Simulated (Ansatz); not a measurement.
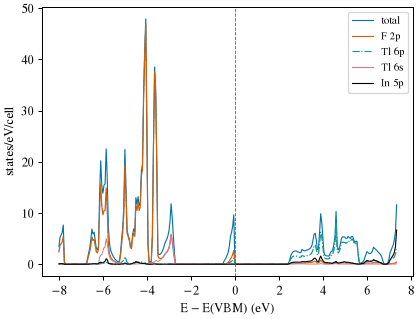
Figure. Total and projected density of states of Tl2InGaF6 in space group Fm-3m (No. 225; Tl on 8c, In on 4a, Ga on 4b, F on 24e), plane-wave PAW r²SCAN+D4 (Ansatz code)

**Question.** Which orbitals carry the states next to the gap?

**Answer.** Top 1 eV of the valence band: In 5s 59 %, F 2p 22 %, Tl 6p 9 %. Bottom 1 eV of the conduction band: Tl 6p 61 %, In 5p 17 %, F 2p 8 %, F 2s 6 %. Projections are on Löwdin-orthogonalised atomic valence shells; empty p or d shells of many metals are not among them.

**Question.** Where is the tallest occupied peak in this window, and what makes it?

**Answer.** Near -4.0 eV, about 48 states/eV per cell; the largest projected share is F 2p.

The first step of the workflow began from a Materials Project structure, measured or hypothetical; the Crystallography Open Database copy checked does not list it. Its standing as an ambient phase is unchecked. The r²SCAN+D4 relaxation kept the symmetry of its start; its stability against distortions is not shown here. Scalar-relativistic: spin–orbit coupling is off unless named, which matters more the heavier the elements.

Potentials: the later of the program's two PAW sets.
